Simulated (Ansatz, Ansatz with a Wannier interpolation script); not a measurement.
**From a coarse GW mesh to bands everywhere: Rb2PdC2 (P-3m1)**

Aim: the G0W0 bands of Rb2PdC2 (P-3m1) along the symmetry lines, with the gap off the mesh.

Main program and level: Ansatz 0.2.0; LDA, Wannier functions and G0W0, plane waves, PAW.

## (1) The starting structure

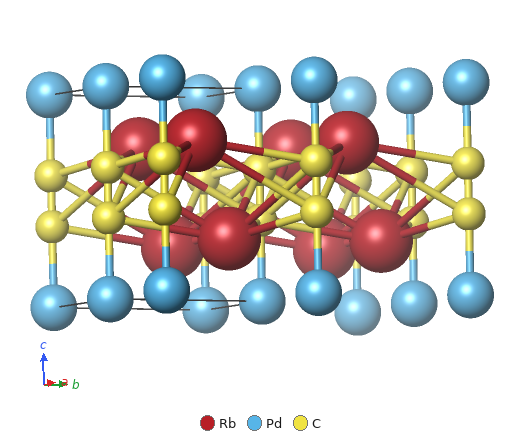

Start, viewed slightly off an axis; rubidium red, palladium blue, carbon yellow. 2×2×1 cells are drawn. Some periodic images of atoms are drawn too.

Structure file:

```cif
data_structure
_symmetry_space_group_name_H-M 'P 1'
_symmetry_Int_Tables_number 1
_cell_length_a 5.3581
_cell_length_b 5.3581
_cell_length_c 5.2888
_cell_angle_alpha 90.000
_cell_angle_beta 90.000
_cell_angle_gamma 120.000
_cell_volume 131.50
loop_
_atom_site_label
_atom_site_type_symbol
_atom_site_fract_x
_atom_site_fract_y
_atom_site_fract_z
_atom_site_occupancy
Rb1 Rb 0.33333 0.66667 0.27750 1
Rb2 Rb 0.66667 0.33333 0.72250 1
Pd3 Pd 0.00000 0.00000 0.00000 1
C4 C 0.00000 0.00000 0.38090 1
C5 C 0.00000 0.00000 0.61910 1
```

The cell and positions come from the Crystallography Open Database and are kept as given unless a step says otherwise.

## (2) LDA bands

The cheap functional maps the bands first; the places of the edges decide which points the dearer methods must see.

This step: DFT, LDA, plane waves, PAW; PAW set soft_1.

Input file input.yaml:

```yaml
crystal:
  lattice:
    - [5.3581, 0.0, 0.0]
    - [-2.67905, 4.640250716, 0.0]
    - [0.0, 0.0, 5.2888]
  atoms:
    - { symbol: Rb, position: [0.3333333333, 0.6666666667, 0.2775] }
    - { symbol: Rb, position: [0.6666666667, 0.3333333333, 0.7225] }
    - { symbol: Pd, position: [0.0, 0.0, 0.0] }
    - { symbol: C, position: [0.0, 0.0, 0.3809] }
    - { symbol: C, position: [0.0, 0.0, 0.6191] }
kpoints:
  mp_grid: { grid: [6, 6, 4] }
  band_path:
    path:
      - [[0.0, 0.0, 0.0], [0.5, 0.0, 0.0], [0.33333333, 0.33333333, 0.0], [0.0, 0.0, 0.0], [0.0, 0.0, 0.5], [0.5, 0.0, 0.5], [0.33333333, 0.33333333, 0.5], [0.0, 0.0, 0.5]]
      - [[0.5, 0.0, 0.5], [0.5, 0.0, 0.0]]
      - [[0.33333333, 0.33333333, 0.5], [0.33333333, 0.33333333, 0.0]]
    npoints: 10
hamiltonian:
  xc: lda
  pseudopotentials: { kind: paw, azcp: { folder: soft_1 }, xc_functional: pbe }
scf:
  occupations: { method: fermi_dirac, width: 0.02 }
  n_extra_bands: 69
output:
  eigenvalues: true
  fatbands: true
  write_density: true
  write_potential: true
  elf: true
  volumetric_format: npy
```

The run is started by

```console
$ ansatz run input.yaml --threads 4 --pin off --max-ram 18432MiB --backend cpu --events-out ev --progress --plain --runs-dir out
```

Numbers of over 12 decimals in the logs are rounded to 6 here.

The program printed:

```text
scf.n_extra_bands = 69 over 22 filled bands (N_el = 44.0): the run solves 91 bands
Engine: ansatz 0.2.0, aarch64-unknown-linux-gnu
Pseudopotentials: kind: paw
Pseudopotential: Rb, paw, valence charge 9, recommended cutoff 420 eV (normal), soft_1/Rb.paw.azcp
Pseudopotential: Pd, paw, valence charge 18, recommended cutoff 420 eV (normal), soft_1/Pd.paw.azcp
Pseudopotential: C, paw, valence charge 4, recommended cutoff 420 eV (normal), soft_1/C.paw.azcp
Functional definition: SPW92
  exchange = slater_x
  correlation = pw_c
Crystal: 5 atoms, lattice volume = 131.495 Å³
Basis set: ecut = 420 eV, 2567 PW (Γ)
Bands: 91, of which v1, the nominal top of the filled ones, is band 22 counted from 1 (21 counted from 0)
Symmetry: 12 space group operations
Space group: P-3m1 (ITA 164), of the structure as read, at distance tolerance 5.1e-5 Å
k-points: 24 of 144
Non-local potential: Rb, projectors of the file, l = 0: 3, l = 1: 2, l = 2: 2
Non-local potential: Pd, projectors of the file, l = 0: 2, l = 1: 2, l = 2: 2, l = 3: 1
Non-local potential: C, projectors of the file, l = 0: 2, l = 1: 2, l = 2: 1
PAW form: soft (Blöchl's): semilocal exchange-correlation on the pseudo side does not see the compensation charge
PAW frozen core: Rb, regenerated for the run's functional, and the local potential with it (the file was generated under x = pbe(κ = 0.804, μ = 0.219515), c = pbe(β = 0.066725))
PAW frozen core: Pd, regenerated for the run's functional, and the local potential with it (the file was generated under x = pbe(κ = 0.804, μ = 0.219515), c = pbe(β = 0.066725))
PAW frozen core: C, regenerated for the run's functional, and the local potential with it (the file was generated under x = pbe(κ = 0.804, μ = 0.219515), c = pbe(β = 0.066725))
PAW one-centre angular grid: Rb, 110 points (default); XC on 64 Gauss nodes
PAW one-centre angular grid: Pd, 590 points (default); XC on 64 Gauss nodes
PAW one-centre angular grid: C, 110 points (default); XC on 64 Gauss nodes
Initial density: superposition of atomic densities (chi_scale 0.1, normalization cell, long waves kept (reshape's long-wave potential 0.00 eV rms))
Initial wavefunctions: pseudopotential atomic-orbital guess
Functional: x = slater, c = lda
SCF iter   1: F=—  HF=-13688.371517 eV  |F-HF|=—  |Δ(HF+E_count)|=         —  Δρ=2.91e-1  dr2=2.14e2  ethr=3.10e-3  ⟨swp⟩=5.2  Hψ=9831  notcnv=0  defer=1201
preconditioner: auto → Kerker (q_TF=auto, 2.273 Å⁻¹)  [metal: Δε(μ)=0.020 eV  Ē_g=23.929 eV  σ=0.020 eV  W_gap=0.24  n_scr=20 (ndim 8)  ℏωp=17.7 eV  f_vac=0.000  D(μ)=6.65/eV (n_scr^D=70)]
SCF iter   2: F=—  HF=-13677.016271 eV  |F-HF|=—  |Δ(HF+E_count)|=    1.14e1  Δρ=1.55e-1  dr2=6.02e1  ethr=3.10e-3  ⟨swp⟩=2.0  Hψ=3227  notcnv=0  defer=1449
SCF iter   3: F=—  HF=-13672.543331 eV  |F-HF|=—  |Δ(HF+E_count)|=    4.47e0  Δρ=3.71e-2  dr2=2.97e0  ethr=3.10e-3  ⟨swp⟩=2.2  Hψ=3109  notcnv=0  defer=1461
SCF iter   4: F=—  HF=-13672.096107 eV  |F-HF|=—  |Δ(HF+E_count)|=   4.47e-1  Δρ=2.12e-2  dr2=1.51e0  ethr=3.10e-3  ⟨swp⟩=1.3  Hψ=2527  notcnv=0  defer=1462
SCF iter   5: F=—  HF=-13671.761986 eV  |F-HF|=—  |Δ(HF+E_count)|=   3.34e-1  Δρ=7.15e-3  dr2=2.45e-1  ethr=3.10e-3  ⟨swp⟩=2.0  Hψ=989  notcnv=0  defer=1462
SCF iter   6: F=—  HF=-13671.703321 eV  |F-HF|=—  |Δ(HF+E_count)|=   5.87e-2  Δρ=2.31e-3  dr2=2.17e-2  ethr=5.57e-4  ⟨swp⟩=1.8  Hψ=2549  notcnv=0  defer=1467
preconditioner: auto → Resta (q_TF=auto, 2.273 Å⁻¹)  ε∞=1.5  [insulator: Δε(μ)=1.503 eV  Ē_g=24.874 eV  σ=0.020 eV  W_gap=1.00  n_scr=20 (ndim 8)  ℏωp=18.3 eV  f_vac=0.118 (ignored in choosing the arm: the first look at the density read no void)  D(μ)=0.00/eV (n_scr^D=0)  ε∞_Penn≈1.5]
SCF iter   7: F=—  HF=-13671.698793 eV  |F-HF|=—  |Δ(HF+E_count)|=   4.53e-3  Δρ=7.71e-4  dr2=6.02e-4  ethr=4.94e-5  ⟨swp⟩=2.5  Hψ=1264  notcnv=0  defer=1475
SCF iter   8: F=—  HF=-13671.698717 eV  |F-HF|=—  |Δ(HF+E_count)|=   7.58e-5  Δρ=2.81e-4  dr2=1.64e-4  ethr=1.37e-6  ⟨swp⟩=2.2  Hψ=1112  notcnv=0  defer=1475
SCF iter   9: F=—  HF=-13671.698675 eV  |F-HF|=—  |Δ(HF+E_count)|=   4.24e-5  Δρ=1.01e-4  dr2=2.66e-5  ethr=3.73e-7  ⟨swp⟩=2.0  Hψ=882  notcnv=0  defer=1475
SCF iter  10: F=—  HF=-13671.698668 eV  |F-HF|=—  |Δ(HF+E_count)|=   7.21e-6  Δρ=2.93e-5  dr2=2.65e-6  ethr=6.05e-8  ⟨swp⟩=2.0  Hψ=811  notcnv=0  defer=1475
SCF iter  11: F=-13671.698667 eV  HF=-13671.698667 eV  |F-HF|=1.23e-8  |Δ(HF+E_count)|=   4.86e-7  Δρ=4.38e-6  dr2=1.69e-8  ethr=2.27e-10  ⟨swp⟩=11.7  Hψ=17240  notcnv=0
SCF 1 converged in 11 iterations: F = -13671.698667 eV  dr2 = 1.69e-8
[...]
NSCF: frozen V_eff on 93 k-points
SCF converged after 11 iterations
Free energy (F): -13671.698667 eV
Harris-Foulkes:  -13671.698667 eV  (|F-HF|=1.23e-8)
Internal energy: -13671.698667 eV  (E = F + TS)
E sigma→0 (E₀):  -13671.698667 eV
Fermi energy:    5.845805 eV
--- Per-component energies (eV) ---
  E_band       = -535.897900
  E_kinetic    = 980.732525
  E_local      = -5055.201305  (includes V_loc(G=0)·N_el)
  E_nonlocal   = 810.003595
  E_hartree    = 1902.930936
  E_xc         = -474.000216
  E_vxc        = -544.770611  (∫ρ·V_xc dr)
  E_paw        = -8923.580779  (= ΣΔE_a)
  E_vpaw       = -532.529472  (= ΣTr[D̂ρ^β])
  E_aug_tail   = 0.000188  (compensation charges beyond the density's cutoff)
  E_ewald      = -2913.932528
  E_core_change = 1.348917  (= ΣΔE_core)
  E_smearing   = -0.000000  (= −TS)
  E_closure    = 0.000000  (closes the sum)
  Σ components = -13671.698667   (vs F -13671.698667, Δ=0.00e0)
--- Band table (eV; the first three rows and the last of 24) ---
  k-point 0: bands = [... 18 lower, 3.2391, 3.6256, 3.9921, 3.9921, 8.6860, 8.7444, 10.0492, 10.0492, ... 65 higher]
  k-point 1: bands = [... 18 lower, 3.9818, 3.9818, 4.2086, 4.2086, 8.4053, 8.4053, 8.5801, 9.3594, ... 65 higher]
  k-point 2: bands = [... 18 lower, 3.9820, 3.9820, 5.0461, 5.0461, 7.4071, 7.4071, 8.6459, 9.5275, ... 65 higher]
  k-point 23: bands = [... 18 lower, 3.9884, 4.3431, 5.0096, 5.0096, 7.1078, 7.1078, 9.6107, 9.6107, ... 65 higher]
```

Elapsed: 17 s, on 4 threads of Arm Neoverse V2, shared host; peak memory 0.88 GiB; 67 s of CPU time.

Reading the cycles: dr2 is the Hartree energy of the density residual (eV), the measure of convergence; HF is the Harris–Foulkes estimate of the energy, which meets the free energy F at convergence.

This step gave:

```
filled bands         : 22
gap                  : 1.536 eV
valence top at       : L
conduction bottom at : L
least direct gap     : 1.536 eV
```

The gap is direct, at (0.500, 0.000, 0.500).

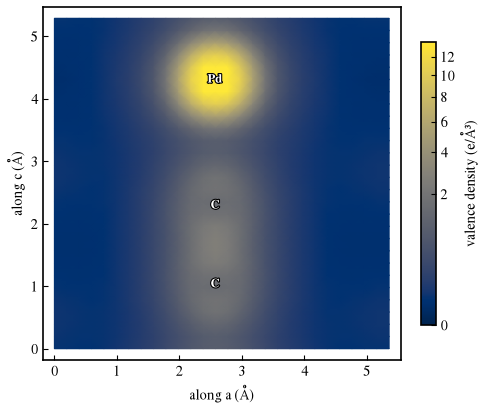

Valence density in the ac plane at fractional y = 0.000, with atoms of Pd and C within 0.2 Å of it. It is the smooth field of the valence electrons, not physical close to the nuclei. The map starts off the cell's origin, so that atoms lie inside it. The colour scale is stretched toward low values.

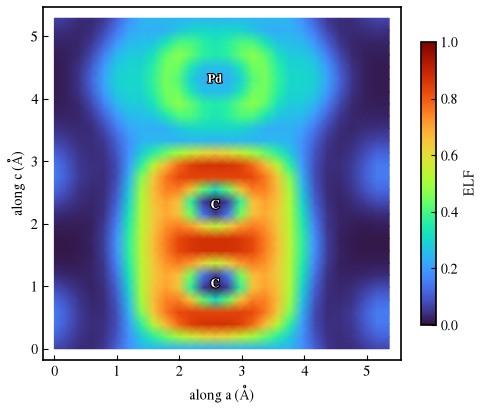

ELF in the ac plane at fractional y = 0.000, with atoms of Pd and C within 0.2 Å of it. It is the smooth field of the valence electrons, not physical close to the nuclei. The map starts off the cell's origin, so that atoms lie inside it.

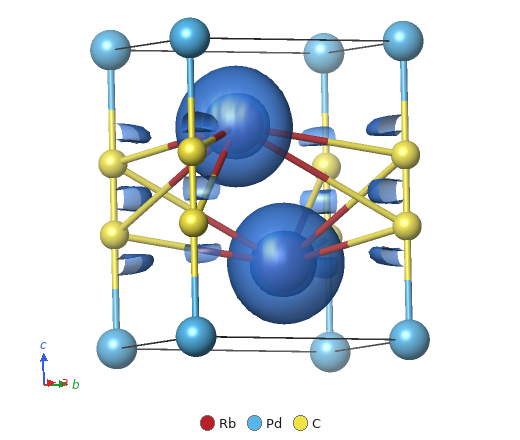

Surface of ELF = 0.8.

## (3) Wannier functions (C:2p Pd:4d Rb:5s) on 12×12×8

Localised functions give a small Hamiltonian that interpolates between mesh points at no cost.

This step: maximally localised Wannier functions, LDA, plane waves, PAW; PAW set soft_1.

input.yaml, the sections that differ from step 2:

```yaml
kpoints:
  mp_grid: { grid: [6, 6, 4] }
scf:
  occupations: { method: fixed }
  n_extra_bands: 69
output:
  wannier:
    kmesh: [12, 12, 8]
    projections:
      - { species: C, l: p, shell: 2 }
      - { species: Pd, l: d, shell: 4 }
      - { species: Rb, l: s, shell: 5 }
    minimise: true
    write_hr: true
    seedname: w
    conv_tol: 1.0e-06
    max_iter: 20000
    stability_check: false
    disentanglement:
      window: [0.44, 16.45]
      frozen_window: [0.44, 8.49]
      conv_tol: 1.0e-08
# crystal, hamiltonian: as in step 2
```

The program printed:

```text
[...]
Crystal: 5 atoms, lattice volume = 131.495 Å³
Basis set: ecut = 420 eV, 2567 PW (Γ)
Bands: 91, of which v1, the nominal top of the filled ones, is band 22 counted from 1 (21 counted from 0)
Symmetry: 12 space group operations
[...]
k-points: 24 of 144
[...]
SCF iter   1: F=—  HF=-13688.361786 eV  |F-HF|=—  |Δ(HF+E_count)|=         —  Δρ=2.90e-1  dr2=2.12e2  ethr=3.10e-3  ⟨swp⟩=4.1  Hψ=7878  notcnv=0  defer=1592
[...]
SCF iter  12: F=-13671.698667 eV  HF=-13671.698667 eV  |F-HF|=2.42e-9  |Δ(HF+E_count)|=   4.48e-8  Δρ=1.39e-6  dr2=3.16e-9  ethr=2.27e-10  ⟨swp⟩=12.6  Hψ=17796  notcnv=0
SCF 1 converged in 12 iterations: F = -13671.698667 eV  dr2 = 3.16e-9
[...]
NSCF: frozen V_eff on 134 k-points
the Wannier pass solved 134 of the 1152 points of its mesh, and has the states at the others by symmetry: states obtained by the crystal's operations at points that were solved too leave a residual of 6.11e-13 eV (read by the count's bands and the next), within 1.11e-5 eV
SCF converged after 12 iterations
Free energy (F): -13671.698667 eV
[...]
Internal energy: -13671.698667 eV  (E = F + TS)
E sigma→0 (E₀):  -13671.698667 eV
Fermi energy:    5.053035 eV
[...]
--- Band table (eV; the first three rows and the last of 24) ---
  k-point 0: bands = [... 18 lower, 3.2391, 3.6256, 3.9920, 3.9920, 8.6859, 8.7444, 10.0492, 10.0492, ... 65 higher]
  k-point 1: bands = [... 18 lower, 3.9817, 3.9817, 4.2086, 4.2086, 8.4053, 8.4053, 8.5800, 9.3593, ... 65 higher]
  k-point 2: bands = [... 18 lower, 3.9819, 3.9819, 5.0460, 5.0460, 7.4070, 7.4070, 8.6458, 9.5275, ... 65 higher]
  k-point 23: bands = [... 18 lower, 3.9883, 4.3431, 5.0095, 5.0095, 7.1078, 7.1078, 9.6107, 9.6107, ... 65 higher]
Wannier search: line search 1 of at most 20000: gauge-dependent spread (as the search counts it) 173.5470640 Å², largest recent change 1.3e1 Å² against conv_tol 1.0e-6 Å², 0 stops escaped
[...]
```

Wall time 2.4 min (4 threads); peak memory 5.1 GiB; 9.1 min of CPU time.

This step gave:

```yaml
gauge_invariant_spread: 33.83 Å²
diagonal_spread: 0.08377 Å²
off_diagonal_spread: 3.535 Å²
total_spread: 37.45 Å²
least_projectability: 7.68e-9
localisation_steps: 551
disentanglement_steps: 8896
r_m_s_interpolation_error: 0.003806 eV
r_m_s_error_near_the_gap: 0.001926 eV
```

Near the gap the model misses directly solved bands by 1.9 meV r.m.s. and by 43 meV at most in the window tested. This tests the starting bands, not the corrections carried with them.

Wannier functions, by row:

```csv
function,x (Å),y (Å),z (Å),spread (Å²),nearest atom,distance (Å)
1,0.11,-0.221,0.632,4.176,Pd3,0.679
2,-0.027,0.022,1.902,3.318,C4,0.118
3,-0.002,0.042,1.959,2.123,C4,0.07
4,-0.169,1.686,0.077,4.347,Pd3,1.697
5,0.057,-0.015,3.243,2.904,C5,0.067
6,0.021,0.035,3.318,2.074,C5,0.06
7,0.087,-0.22,-0.631,4.155,Pd3,0.674
8,-0.011,0.002,-0.014,1.047,Pd3,0.017
9,0,0.028,-0.012,0.96,Pd3,0.03
10,0.003,-0.047,-0.008,1.125,Pd3,0.048
11,0.017,0.018,-0.002,1.021,Pd3,0.025
12,0.355,3.654,-0.548,5.243,Rb1,2.122
13,2.607,1.625,1.184,4.954,Rb2,2.639
```

Frozen up to 3.44 eV; above it the model need not follow the bands. Electronic bands along the path, in eV, zero at the valence-band top:

```csv
point,band 19,band 20,band 21,band 22,band 23,band 24,band 25,band 26
Γ,-1.81,-1.43,-1.06,-1.06,3.66,3.75,5.39,5.45
M,-1.75,-1.15,-1.02,-0.51,2.26,3.16,5.07,5.99
K,-1.78,-1.09,-1.09,-0.46,2.57,2.57,5.41,5.89
Γ,-1.81,-1.43,-1.06,-1.06,3.66,3.75,5.39,5.45
A,-1.07,-1.07,-0.01,-0.01,2.35,2.35,4.36,4.87
L,-1.04,-0.79,-0.02,0.00,1.54,2.83,4.81,6.05
H,-1.06,-0.71,-0.04,-0.04,2.05,2.05,4.94,5.58
A,-1.07,-1.07,-0.01,-0.01,2.35,2.35,4.36,4.87
jump to L,-1.04,-0.79,-0.02,0.00,1.54,2.83,4.81,6.05
M,-1.75,-1.15,-1.02,-0.51,2.26,3.16,5.07,5.99
jump to H,-1.06,-0.71,-0.04,-0.04,2.05,2.05,4.94,5.58
K,-1.78,-1.09,-1.09,-0.46,2.57,2.57,5.41,5.89
```

The same for Kohn-Sham, solved directly:

```csv
point,band 19,band 20,band 21,band 22,band 23,band 24,band 25,band 26
Γ,-1.81,-1.43,-1.06,-1.06,3.63,3.69,5.00,5.00
M,-1.75,-1.15,-1.02,-0.51,2.26,3.16,4.21,5.09
K,-1.78,-1.09,-1.09,-0.46,2.57,2.57,4.91,4.91
Γ,-1.81,-1.43,-1.06,-1.06,3.63,3.69,5.00,5.00
A,-1.07,-1.07,-0.01,-0.01,2.35,2.35,3.59,4.47
L,-1.04,-0.79,-0.02,0.00,1.54,2.83,4.50,4.61
H,-1.06,-0.71,-0.04,-0.04,2.05,2.05,4.56,4.56
A,-1.07,-1.07,-0.01,-0.01,2.35,2.35,3.59,4.47
L,-1.04,-0.79,-0.02,0.00,1.54,2.83,4.50,4.61
M,-1.75,-1.15,-1.02,-0.51,2.26,3.16,4.21,5.09
H,-1.06,-0.71,-0.04,-0.04,2.05,2.05,4.56,4.56
K,-1.78,-1.09,-1.09,-0.46,2.57,2.57,4.91,4.91
```

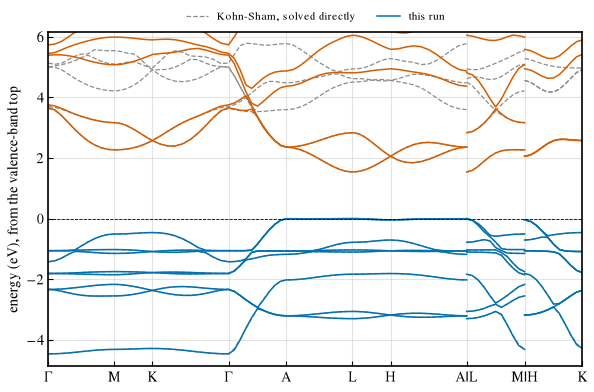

Electronic bands along the path; lines of filled and empty bands in two colours; dashed: Kohn-Sham, solved directly.

(Part 1 of 2 ends here.)

[Paths, hosts, dates, memory and timing lines, banners, echoed tables and standing remarks are left out of the program output.]

[Logs are printed without paths, hosts, clocks, repeated set-up lines and the standing remarks that a program may print on its own settings, such as how far it seeks lower states.]

[Runs of the session that timed out or met a known fault of the program may be left out.]

[Hosts, paths, dates, database ids (printed as entryN), source tags and the programs' standing remarks are cut or masked in the printed files.]
